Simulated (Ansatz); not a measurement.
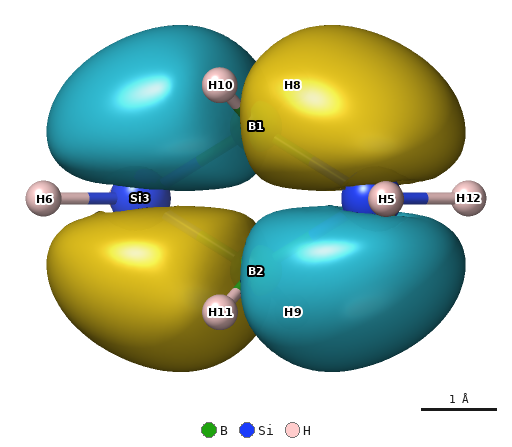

*B2H8Si2. The HOMO at ±0.06 Å⁻³ᐟ² (yellow and cyan are the two phases), seen at a tilt.*

Geometry: PBE0-D3(BJ)/def2-SVP.

The calculation used Ansatz 0.2.0, isolated molecule in a Gaussian basis; Kohn-Sham density functional theory, functional PBE0.

```xyz
12

B    -0.5286    0.6980    0.5780
B     0.6476   -0.7345    0.0386
Si    0.7143    0.9887   -0.9402
Si   -0.5936   -1.0244    1.5583
H    -1.7665   -1.9209    1.3785
H     0.1696    1.0628   -2.3221
H     1.8874    1.8846   -0.7583
H    -0.1136    1.4716    1.4169
H     1.7386   -0.7870    0.5690
H    -1.6196    0.7505    0.0476
H     0.2327   -1.5081   -0.8003
H    -0.0474   -1.0971    2.9397
```

**Where does this orbital lie, and at what energy?**

It lies mainly on Si4 (about 25 %), Si3 (about 25 %), B2 (about 20 %) and B1 (about 20 %); it is gerade (even under inversion). Its energy is −6.94 eV.
